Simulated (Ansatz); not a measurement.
Cost and result by functional for the adsorption energy of Br on the (100) surface of germanium (p(2x2) alternately buckled dimers; a constructed slab, bottom: dihydride, held), one in a cell of 66 Å², started at the site 'bridge Ge-Ge (span 4.1 Å)', in Ansatz (plane waves, PAW). Single points on the PBE structure, on one kind of machine; costs are rough ratios of the slab run's core time (references not counted) to the cheapest single point. r2SCAN's cost holds its higher cutoff (500 against 420 eV). Differences are taken against r2SCAN for comparison alone: no measured value is at hand, so the table doesn't rank accuracy.

Set-up: 41 atoms, 11.3 Å thick at the start with caps and adatoms under the adsorbate (thin: gaps and levels are the slab's own); mesh 3x3x1; 0.01 eV smearing; dipole correction on; 24 atoms held, the rest relaxed; no symmetry held; spin-polarised, ending with about 0.9 μB a cell, a value that depends on the mesh; orders that need a larger cell were not tried, no spin-orbit, no U, no dispersion correction. Its gap by band count is narrow, 0.04 eV on this mesh, and the smearing reaches across it. At the end it is bonded to Ge. In PBE this state lies 0.03 eV over the lowest of the starts that converged ('hollow Ge-Ge-Ge-Ge over Ge at depth 3.2 Å'). These notes are the PBE run's. RPBE: The program's check for a lower electronic state was not made. r2SCAN: The program's check for a lower electronic state was not made. Adsorption energies are against ½ Br2(g). A negative adsorption energy means that the adsorbate is more stable on the surface than in its reference.

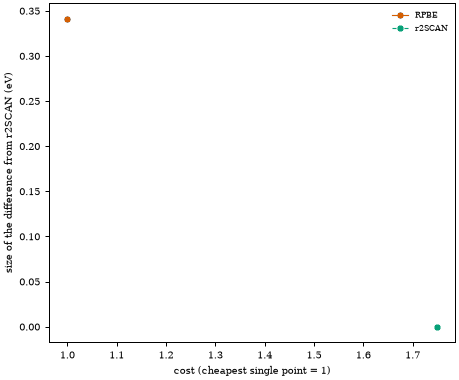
Fig. 1. Difference from r2SCAN against cost

```csv
functional,relative cost,adsorption energy (eV),less r2SCAN (eV)
RPBE,1,-1.38,0.34
r2SCAN,2,-1.73,0.00
PBE (the relaxed run's value),–,-1.50,0.23
```

The values span 0.34 eV, while the single points' costs differ by a factor of roughly 2. Differences are of unrounded values.

Ansatz is a first-principles code.
